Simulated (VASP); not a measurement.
Band structure of PbTe (rock salt). All values below come from TPSS meta-GGA, VASP's PBE PAW potentials (set 64) (plane waves; VASP).

Unless said otherwise, spin-orbit coupling is left out, though it shifts the bands of the heavy elements here.

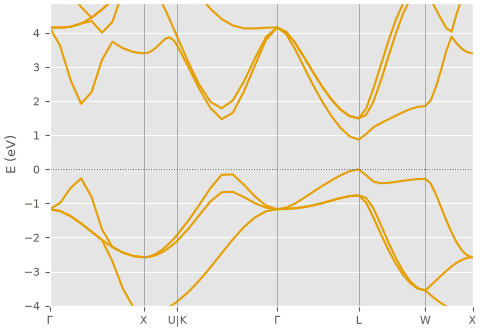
*Bands along high-symmetry lines, zero at the valence-band maximum or, without a gap, the Fermi level*

Problem. Read the plot: is there a gap, and where are the band edges?

Solution. The gap is direct, 0.87 eV, from the valence maximum at L to the conduction minimum at L.

The compound is PbTe in the rock salt structure. It was relaxed first.
